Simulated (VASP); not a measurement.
Here is the system:

```xyz
4
Lattice="0.1055 3.9961 3.5817 3.9961 0.1055 3.5817 2.0508 2.0508 0.0000" Properties=species:S:1:pos:R:3 pbc="T T T"
Pd     0.0000     0.0000     0.0000
Pd     1.9980     0.0527     1.7908
Pd     0.0527     1.9980     1.7908
Al     2.0508     2.0508     3.5817
```

Level of theory: PBEsol GGA, VASP's PBE PAW potentials (set 64) (plane waves; VASP). Settings: 400 eV cut-off, 8×8×15 Γ-centred mesh, tetrahedra with Blöchl corrections, potentials Pd Al.

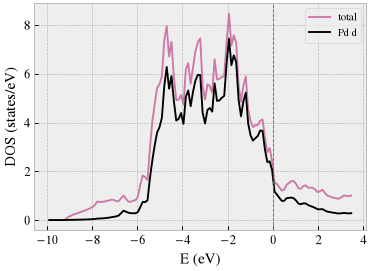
Figure: Total and projected density of states, zero at the Fermi level

Within 2 eV below the Fermi level the largest weight inside VASP's projection spheres is Pd d.

It has no gap at this level: it comes out as a metal or semimetal.

The structure was generated: AlPd3 was put into an ordered model structure (Cmmm), which need not be its known phase. It was relaxed first, which changed the volume by -6 %. The electron count is odd and the run is not spin-polarised, which forces a metal.
